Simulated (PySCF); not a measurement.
**C3H9FOSi2: density, localisation and related maps**

```xyz
16

C     1.5480   -0.7913    1.0305
C     1.6271    0.5909    0.8071
C     1.1233    1.1961   -0.3543
Si   -0.3966    0.2125    0.8928
F    -1.2010    1.6323    1.0179
O    -1.0559   -0.6912   -0.2545
Si   -1.9766   -0.7950   -1.5916
H     1.6169   -1.4572    0.1869
H     1.9237   -1.1860    1.9585
H     1.8683    1.2262    1.6497
H     1.1861    0.6545   -1.2852
H     1.1889    2.2677   -0.4443
H    -0.8450   -0.3309    2.1755
H    -2.1245   -2.2390   -1.7453
H    -1.2490   -0.1893   -2.7081
H    -3.2336   -0.1005   -1.3356
```

Geometry: GFN2-xTB.

The calculation used PySCF, PBE0/pcSseg-1, SCF density, in a water solvent model, non-relativistic.

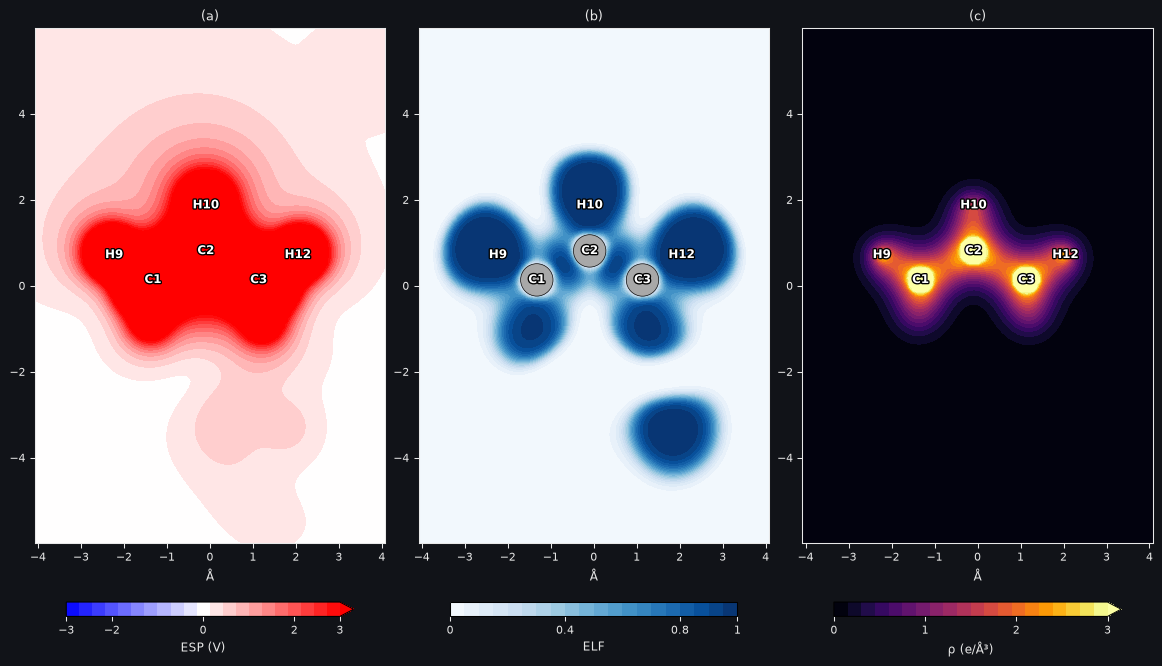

Figure 1. (a) molecular electrostatic potential; (b) ELF; (c) electron density on the plane of atoms C2, C1 and H9. Grey discs cover the atomic cores in the ELF map.

What do the fields say about this system?

Answer. The section cuts through C and H sites.
C–C (1.40 Å): ρ is about 2 e/Å³ halfway; the ELF peaks at about 0.95 between the atoms, as expected for a covalent bond.
C–H (1.08 Å): the density is about 2 e/Å³ at the midpoint; the ELF climbs to about 1 towards the hydrogen, as it does in any bond to H: a covalent bond by its length.
The potential has no marked negative region in this plane.

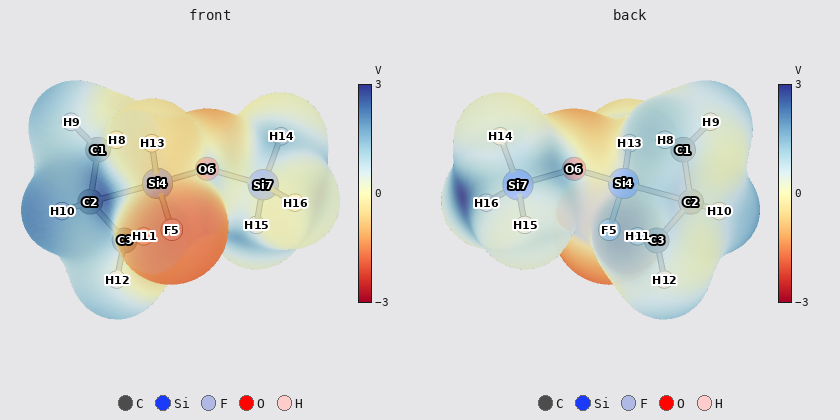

Figure 2. The molecular electrostatic potential painted on the density surface at 0.004 e/bohr³, seen from the front and from behind; red is negative and blue positive.

Describe the electrostatic potential map.

Answer. The most negative region (about −1.7 V, or −39 kcal/mol for a unit charge) lies over F5, the most positive (about +2.7 V, or +62 kcal/mol for a unit charge) over Si4 and Si7.

How polar is the molecule by this calculation?

Answer. Its dipole moment is 2.70 D.
